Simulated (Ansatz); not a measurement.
# CCSDT(Q)/STO-3G run of BH2Br (SMILES [H]B([H])Br)

Aim: the energy change on altering one bond length of BH2Br at CCSDT(Q)/STO-3G, from 2 runs. 

The results are computed with Ansatz 0.2.0.

51 further runs of the same task are left out: 2 that didn't finish, 49 set aside as unsound or not needed.

## 1. The system as given

BH2Br has 4 atoms, charge 0, and is taken as a singlet. SMILES: `[H]B([H])Br`. The coordinates come from a GFN2-xTB relaxation.

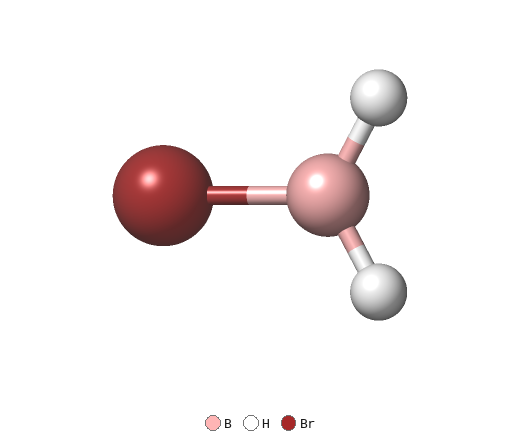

The structure, seen from a chosen angle (boron pink, hydrogen white, bromine red).

## 2. A single-point energy at CCSDT(Q)/STO-3G

Contents of job.yaml:

```yaml
basis:
  gaussian:
    orbitals: STO-3G
crystal:
  periodic: [false, false, false]
  atoms:
    - {symbol: B, position_ang: [0.091040, 0.150920, -0.000430]}
    - {symbol: H, position_ang: [1.259830, 0.109070, 0.015270]}
    - {symbol: H, position_ang: [-0.490130, 1.165750, -0.019120]}
    - {symbol: Br, position_ang: [-0.860740, -1.425740, 0.004280]}
correlation:
  method: ccsdt_q
  frozen_orbitals: {B: 1, Br: 9, H: 0}
accuracy: high
scf:
  omitted_lower_state_checks: [cluster_reference, increment]
```

Run with:

```sh
$ ansatz run job.yaml --threads 1 --pin off --max-ram 2610MiB --events-out events.jsonl --progress --plain --runs-dir runs
```

The program printed, cut to the lines that bear on the results:

```text
Warning: RAYON_NUM_THREADS=1 ignored (pool sized by the plan → 1); use --threads N
Functional definition: HF
  name "HF"
[...]
344 factors; integrals over basis functions are off by at most 1.9e-8 eV
[...]
mean field -69939.15423703 eV, -2570.2165117493 hartree, gradient 5.9e-8 eV, S^2 0.000000; 0 other end points of the search recorded, 0 dependent functions left out
10 core orbitals not correlated: weight in the atoms' cores, before any rotation towards them, 1.000 or more for the frozen orbitals, at most 0.000 for the correlated occupied ones
reference -69939.15423703 eV, -2570.2165117493 hartree; 11, 11 occupied and 4, 4 virtual orbitals, 344 factors
second order -1.23940078 eV of doubles, -0.00000000 eV of singles
cycle   1  -1.48231836 eV  change   -2.4e-1 eV  update   6.3e-2
[...]
cycle  20  -1.70375420 eV  change   -1.2e-9 eV  update   1.3e-9
perturbative correction 0.00121088 eV, 0.0000444991 hartree
Total energy: -69940.85678035 eV, -2570.2790790623 hartree
Checks for a lower state left out: cluster_reference, increment
```

Run time: 0.6 s. Hardware: 1 thread of Arm Neoverse V1, shared host.

## 3. The distorted shape at the same level

Contents of job.yaml:

```yaml
crystal:
  periodic: [false, false, false]
  atoms:
    - {symbol: B, position_ang: [-0.201202, 0.161384, -0.004356]}
    - {symbol: H, position_ang: [1.259830, 0.109070, 0.015270]}
    - {symbol: H, position_ang: [-0.782372, 1.176214, -0.023046]}
    - {symbol: Br, position_ang: [-1.152982, -1.415276, 0.000354]}
basis:
  gaussian: {orbitals: STO-3G}
correlation: {method: ccsdt_q, frozen_orbitals: {B: 1, Br: 9, H: 0}}
accuracy: high
scf: {omitted_lower_state_checks: [cluster_reference, increment]}
```

Run with:

```sh
$ ansatz run job.yaml --threads 1 --pin off --max-ram 2610MiB --events-out events.jsonl --progress --plain --runs-dir runs
```

The program printed, cut to the lines that bear on the results:

```text
Warning: RAYON_NUM_THREADS=1 ignored (pool sized by the plan → 1); use --threads N
[... 2 set-up lines as earlier in the session ...]
[...]
343 factors; integrals over basis functions are off by at most 1.6e-8 eV
[...]
mean field -69938.04353182 eV, -2570.1756940859 hartree, gradient 9.4e-8 eV, S^2 0.000000; 0 other end points of the search recorded, 0 dependent functions left out
10 core orbitals not correlated: weight in the atoms' cores, before any rotation towards them, 1.000 or more for the frozen orbitals, at most 0.000 for the correlated occupied ones
reference -69938.04353182 eV, -2570.1756940859 hartree; 11, 11 occupied and 4, 4 virtual orbitals, 343 factors
second order -1.43076033 eV of doubles, -0.00000000 eV of singles
cycle   1  -1.73673775 eV  change   -3.1e-1 eV  update   7.0e-2
[...]
cycle  22  -2.01869564 eV  change  -8.5e-10 eV  update  8.0e-10
perturbative correction 0.00141502 eV, 0.0000520009 hartree
Total energy: -69940.06081244 eV, -2570.2498277813 hartree
Checks for a lower state left out: cluster_reference, increment
```

It took 0.62 s on 1 thread of Arm Neoverse V1, shared host.

## 4. Summary of results

Level: CCSDT(Q)/STO-3G, 10 core orbitals frozen.

```
                                                         quantity           value
                                        first shape: total energy  -2570.27908 Eh
        first shape: correlation energy (10 core orbitals frozen)       -62.6 mEh
                                       first shape: T1 diagnostic           0.012
                                    distorted shape: total energy  -2570.24983 Eh
    distorted shape: correlation energy (10 core orbitals frozen)       -74.1 mEh
                                   distorted shape: T1 diagnostic           0.012
energy change with the B1–H2 bond stretched from 1.170 to 1.462 Å        0.796 eV
```

In words: With the B1–H2 bond stretched from 1.170 to 1.462 Å the energy rises by 0.80 eV (76.8 kJ/mol). The first shape isn't relaxed at this level, so the change isn't measured from a minimum. The minimal basis adds a large error of its own.
